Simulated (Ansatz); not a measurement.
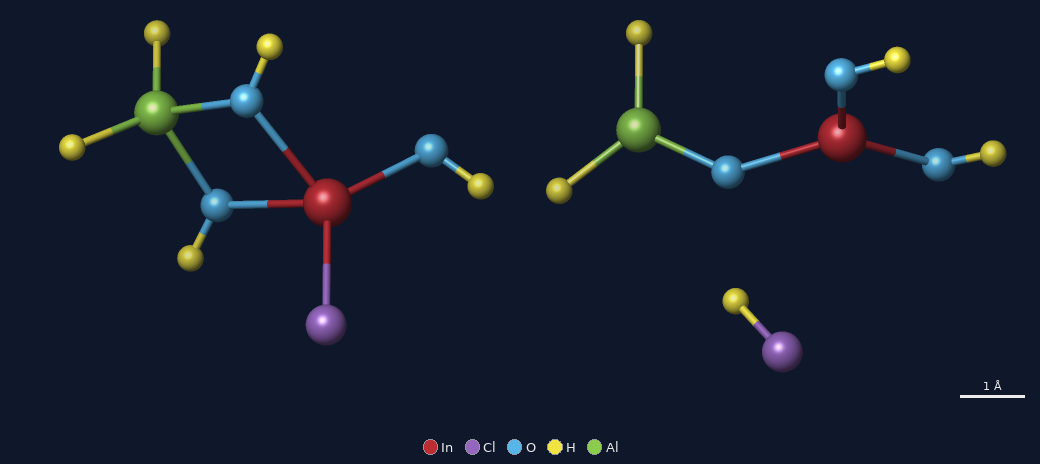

Two geometries of InAlH5O3Cl, drawn at one scale. One is the start of a relaxation, the other its converged end. A ball-and-stick model, seen at a tilt.

Method: RKS PBE0-D4/def2-SVP (Ansatz 0.2.0). Settings: no spin polarisation; force threshold 0.03 eV/Å; at most 50 steps.

Q: Which one is relaxed?

A: The left one is the relaxed one. The run prepares an end point of a later path (reaction) calculation, from a guessed geometry. After 37 accepted moves (41 points after the start) the energy has fallen by 3.312 eV. The largest force component goes from 1.1 to 0.011 eV/Å. The line search rejected the trial steps at points 12, 17, 20, 37 of the run. An H atom moves most after the best rigid fit: 2.02 Å. By element the largest moves are H 2.02 Å, O 1.62 Å, Cl 1.18 Å, Al 1.07 Å, In 1.03 Å. Near-neighbour distances that change, for instance: Al–O 4.517 → 1.866 Å, Cl–H 1.336 → 3.688 Å, Cl–In 3.633 → 2.339 Å, H–O 2.202 → 0.963 Å. New bonds form, among them: Al–O (4.52 → 1.87 Å), Cl–In (3.63 → 2.34 Å), H–O (2.20 → 0.96 Å). Bonds break, among them: Cl–H (1.34 → 3.69 Å). Among the angles between lasting bonds that change: O–In–O 114.5° → 72.3°, In–O–Al 140.8° → 101.2°, O–In–O 129.7° → 106.8°.

Limits of the set-up: the start holds two separate molecules, 2.2 Å apart at their closest, whose relative position is a soft coordinate.
